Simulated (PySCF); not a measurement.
# C4H3BF2O: electronic excitations

Aim: predict the electronic excitations of C4H3BF2O (`FBc1ccoc1F`).

Computed with PySCF 2.14.0, with density-fitted response routines of our own, on a single molecule in the gas phase. Atoms are numbered from 0 throughout.

### Step 1. The molecule as given

11 atoms, charge 0, multiplicity 1; geometry from: GFN2-xTB.

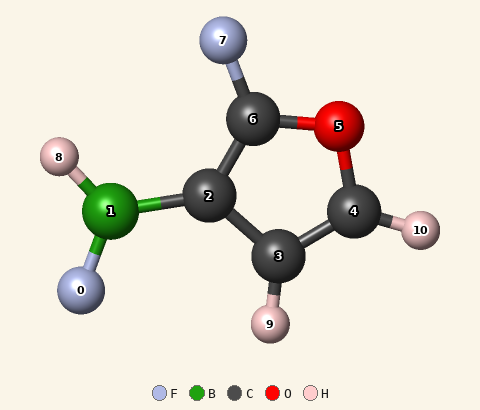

The starting geometry (fluorine light blue, boron green, carbon dark grey, oxygen red, hydrogen pink), atoms numbered; sticks join atoms by distance.

### Step 2. TDDFT and polarisability: CAM-B3LYP/def2-SVPD

The job: settings as JSON, then the geometry in Å.

```
{"job": {"kind": "uv", "xc": "CAM-B3LYP", "basis": "def2-SVPD", "nstates": 8, "ntriplets": 3}, "charge": 0, "multiplicity": 1}
F      2.173056    -1.755176    -0.007170
B      1.887951    -0.473598     0.097603
C      0.413736    -0.037215     0.026347
C     -0.767132    -0.839790    -0.143086
C     -1.828040    -0.000400    -0.143756
O     -1.419148     1.284774     0.013037
C     -0.096979     1.232816     0.110280
F      0.524049     2.389396     0.270160
H      2.783483     0.269509     0.238765
H     -0.783218    -1.904438    -0.248663
H     -2.882334    -0.163209    -0.239479
```

Level: TDDFT CAM-B3LYP/def2-SVPD, vertical, gas phase, core orbitals frozen in the response.

Run with:

```
$ OMP_NUM_THREADS=1 python probes_run.py task.json out
```

One launch serves the whole session: the jobs run in the order shown.

What will the session give for the following? lowest singlet (CAM-B3LYP/def2-SVPD); brightest single state of those computed; lowest triplet. Wanted: lowest singlet; brightest single state of those computed; lowest triplet.

As calculated:

```
                                quantity                        value
    lowest singlet (CAM-B3LYP/def2-SVPD)  5.36 eV (231 nm), f = 0.089
brightest single state of those computed  state 5, 6.88 eV, f = 0.387
                          lowest triplet                      3.79 eV
```

In words: The lowest singlet, at 5.36 eV, is HOMO→LUMO 0.97 and is bright; of the 8 states computed, the strongest absorption comes from state 5 at 6.88 eV. The lowest triplet lies 1.57 eV below the lowest singlet (triplets in Tamm-Dancoff, singlets in full TDDFT).
